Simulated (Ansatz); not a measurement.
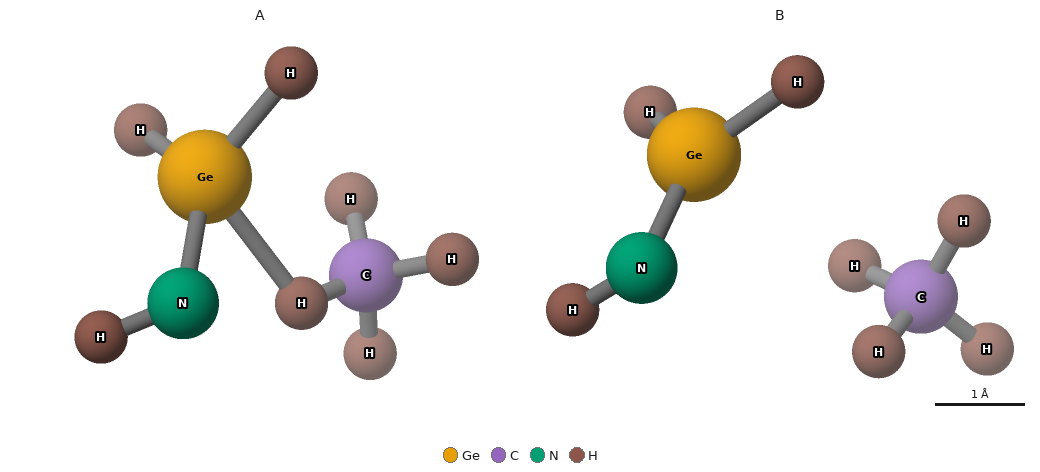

Two geometries of CH7GeN (started from a transition state, displaced along its imaginary mode), drawn at one scale. One is the start of a relaxation, the other its converged end. The picture is a ball-and-stick view, seen at a tilt.

These are results of RKS PBE0-D4/def2-TZVP (Ansatz 0.2.0), not measurements. (force threshold 0.005 eV/Å; at most 200 steps)

**Which of the two is the end point?**

Structure B is the relaxed one. The atom that moves furthest after the best rigid fit is an H atom (1.13 Å). By element the largest moves are H 1.13 Å, N 0.91 Å, C 0.60 Å, Ge 0.59 Å. Near-neighbour distances that change, for instance: Ge–H 1.855 → 3.243 Å, C–Ge 2.395 → 3.555 Å, C–H 1.009 → 1.090 Å, Ge–H 1.586 → 1.529 Å. Bonds break, among them: Ge–H (1.85 → 3.24 Å). Among the angles between lasting bonds that change: H–C–H 97.8° → 109.3°, H–C–H 121.3° → 109.8°, H–Ge–H 105.2° → 113.3°. Groups turn about Ge–N by about 30°. The energy falls by 31.2 kcal/mol in 36 accepted moves (42 points after the start). The largest force component goes from 3.6 to 0.0015 eV/Å. The line search rejected the trial steps at points 8, 17, 18, 25, 28, 32 of the run. The forces were under the threshold at step 34, but the run went on from there. Cost: 71 s on 4 threads of Arm Neoverse V1, on a shared host.
